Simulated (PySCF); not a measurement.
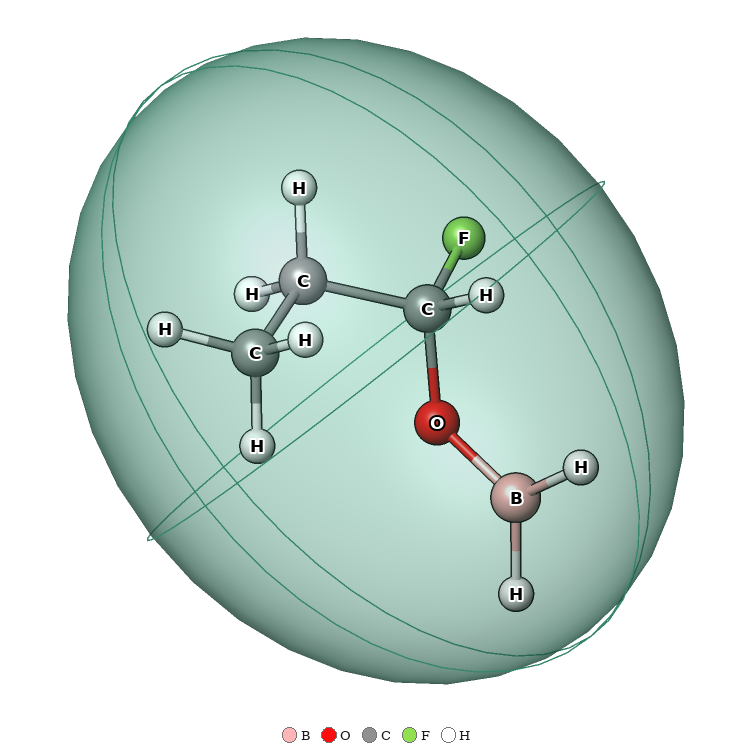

The ellipsoid shows the static dipole polarisability: its half-axes are proportional to the principal values. Computed geometry: PBE0-D3(BJ)/def2-SVP optimisation. No frequency run is at hand to confirm it as a minimum. Method: PBE0/def2-TZVPD (PySCF 2.14.0).

**How large and how anisotropic is the polarisability?**

Principal values 53.2, 56.0, 66.0 bohr³; mean 58.4 bohr³ (8.65 Å³); anisotropy 11.6 bohr³, so the longest axis is 1.24 times the shortest.
